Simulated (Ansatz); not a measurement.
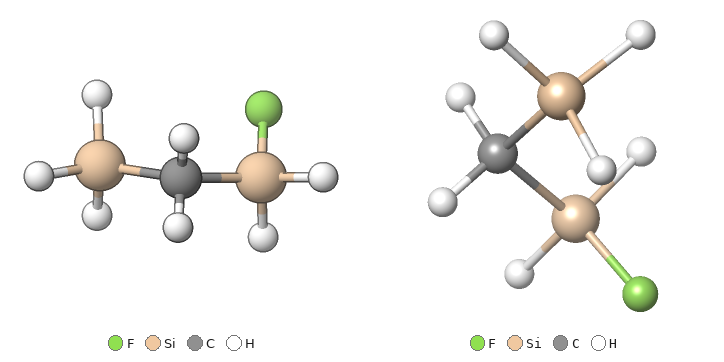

Two views of one molecule.

The geometry was computed by an optimisation with PBE0-D4/def2-TZVP. No frequency run is at hand to confirm it as a minimum.

Question: Give the formula.

Answer: CH7FSi2, 11 atoms: 1 carbon, 7 hydrogen, 1 fluorine and 2 silicon.

Question: Does it have rings?

Answer: It has no ring.

Question: Write the SMILES.

Answer: F[SiH2]C[SiH3]

Question: What is the point group of this geometry?

Answer: C1.

Question: How many bonds of each kind are drawn?

Answer: 5 Si–H, 2 C–Si, 2 C–H, 1 F–Si.

The parts below concern this one geometry. Atoms keep their numbers from picture to picture.

## Electronic properties

No frequency run is at hand to confirm it as a minimum. Properties computed with RKS PBE0-D4/def2-TZVPP (Ansatz 0.2.0).

Predict the main results.

- HOMO energy (Kohn–Sham orbital): −8.90 eV
- LUMO energy (Kohn–Sham orbital): 0.20 eV
- HOMO–LUMO gap: 9.10 eV
- dispersion correction: −18.4 kJ/mol

## Charges

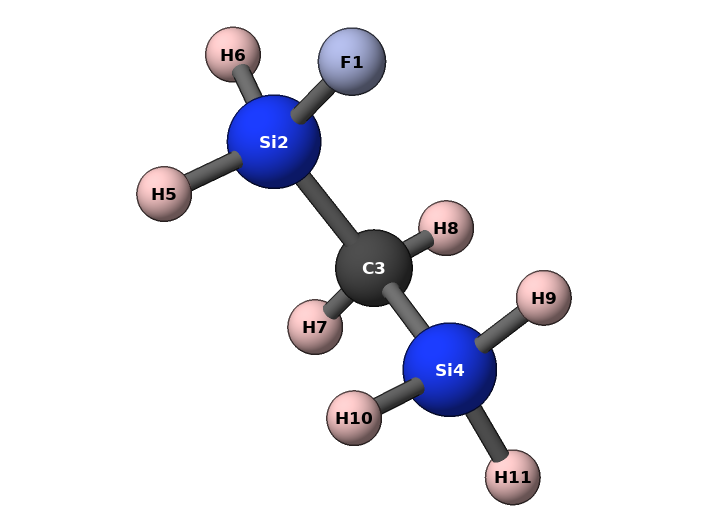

The questions are on Mulliken charges. No frequency run is at hand to confirm it as a minimum. Method: RKS PBE0-D4/def2-TZVP (Ansatz 0.2.0).

Give the Mulliken charges atom by atom.

```json
{"atom": "F1", "value (e)": "−0.32"}
{"atom": "Si2", "value (e)": "0.48"}
{"atom": "C3", "value (e)": "−0.45"}
{"atom": "Si4", "value (e)": "0.14"}
{"atom": "H5", "value (e)": "−0.04"}
{"atom": "H6", "value (e)": "−0.04"}
{"atom": "H7", "value (e)": "0.15"}
{"atom": "H8", "value (e)": "0.15"}
{"atom": "H9", "value (e)": "−0.01"}
{"atom": "H10", "value (e)": "−0.02"}
{"atom": "H11", "value (e)": "−0.02"}
```

## Dipole moment

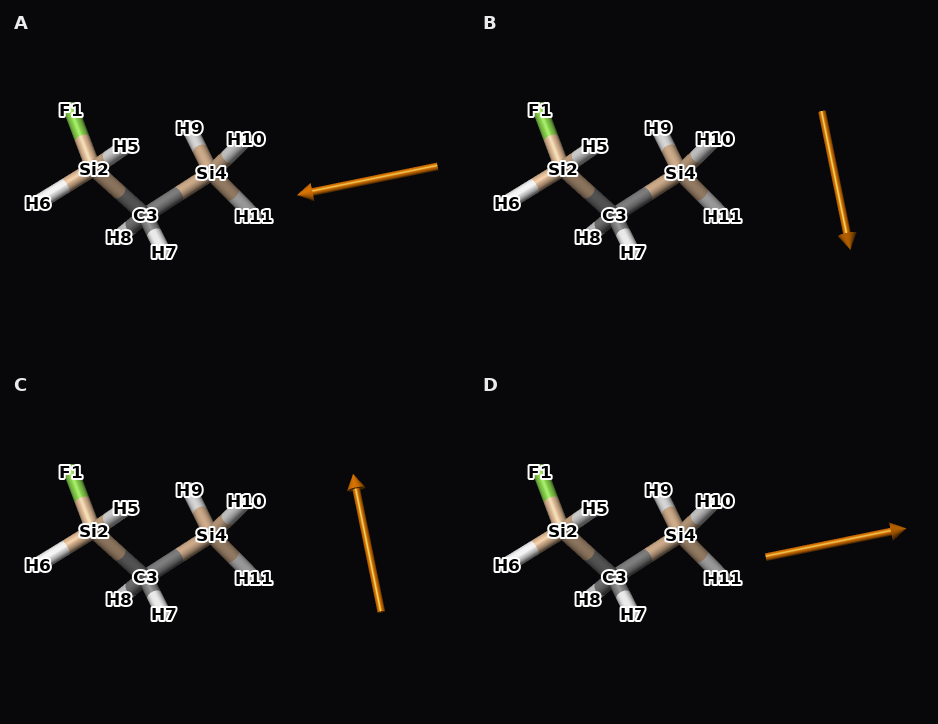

The same molecule four times, each with an arrow. No frequency run is at hand to confirm it as a minimum. Method: RKS B3LYP-D4/def2-TZVPP (Ansatz 0.2.0).

Question: Which arrow points along the dipole moment, from the negative to the positive end?

Answer: B. The dipole moment is 1.84 D; it points from the side of F1 to the side of H7 (the outermost atoms at the two ends).

Mulliken values depend strongly on the basis set and can even reverse the polarity of a bond.
